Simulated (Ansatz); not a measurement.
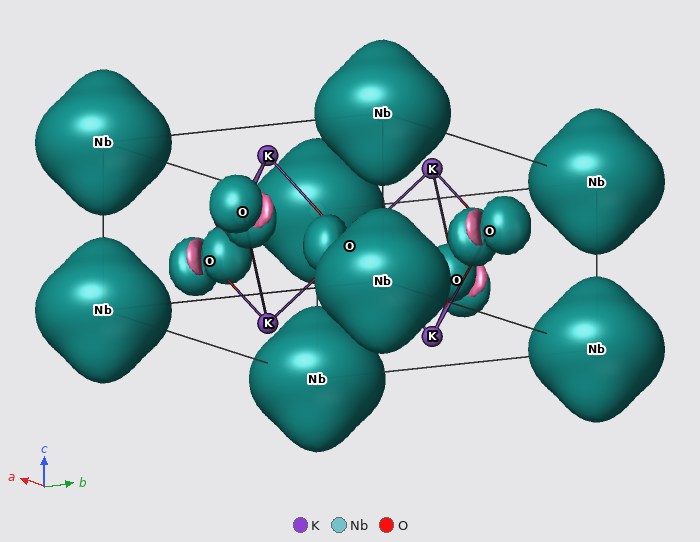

Figure 1: K2NbO3. Isosurfaces of the spin density (up minus down) at +0.08 (teal) and −0.08 e/Å³ (pink), seen at an oblique angle. Sticks mark near contacts.

Space group P6/mmm; a structure generated by program, which may or may not match a known phase; spin-polarised.

Level of theory: Ansatz 0.2.0, DFT PBE, scalar-relativistic, plane waves, PAW.

The density is the valence pseudo-density of a PAW calculation; it isn't the true density close to the nuclei.

```yaml
crystal:
  lattice:
    - [6.01551, 0.00000, 0.00000]
    - [-3.00776, 5.20959, 0.00000]
    - [0.00000, 0.00000, 3.68360]
  atoms:
    - { symbol: K, position: [0.66667, 0.33333, 0.00000] }
    - { symbol: K, position: [0.33333, 0.66667, 0.00000] }
    - { symbol: Nb, position: [0.00000, 0.00000, 0.00000] }
    - { symbol: O, position: [0.50000, 0.50000, 0.50000] }
    - { symbol: O, position: [0.50000, 0.00000, 0.50000] }
    - { symbol: O, position: [0.00000, 0.50000, 0.50000] }
```

**Where is the spin, and how is it ordered?**

The spin density sits on Nb: +2.8 μB in one cell of 6 atoms, with smaller moments on other sites: O (up to +0.44 μB): parallel main moments (a ferromagnetic arrangement) in this solution. The cell of the calculation (6 atoms) carries 4.8 μB of net spin moment.
